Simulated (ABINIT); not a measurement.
System: SbSe$_{2}$.

```yaml
crystal:
  lattice:
    - [3.45640, 6.91280, -3.45640]
    - [-3.45640, 0.00000, -3.45640]
    - [-3.45640, 0.00000, 3.45640]
  atoms:
    - { symbol: Sb, position: [0.00000, 0.99077, 0.00000] }
    - { symbol: Sb, position: [0.50000, 0.49076, 0.00000] }
    - { symbol: Se, position: [0.25275, 0.50138, 0.25430] }
    - { symbol: Se, position: [0.75275, 0.00138, 0.25429] }
    - { symbol: Se, position: [0.74859, 0.49997, 0.74572] }
    - { symbol: Se, position: [0.24859, 0.99997, 0.74572] }
```

Space group P1; a generated structure, not necessarily the stable one.

Method: Kohn-Sham DFT of a periodic cell, PBE, JTH PAW PBE v2.0 (ABINIT).

Q: Predict the valence pseudo-density between the atoms.

A: Sb–Se (2.96 Å): ρ is about 0.26 e/Å³ halfway.
Sb–Se (3.04 Å): the density is about 0.23 e/Å³ at the midpoint.

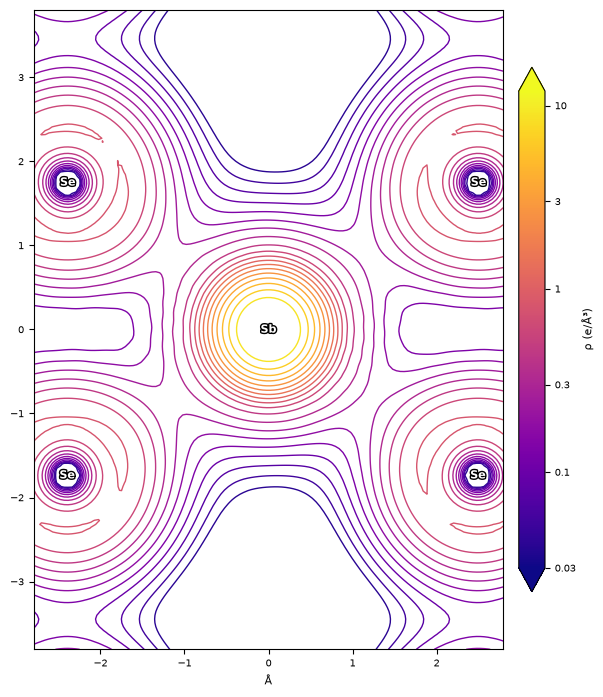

Computed valence pseudo-density on the (101̄) plane of the standardised cell. 
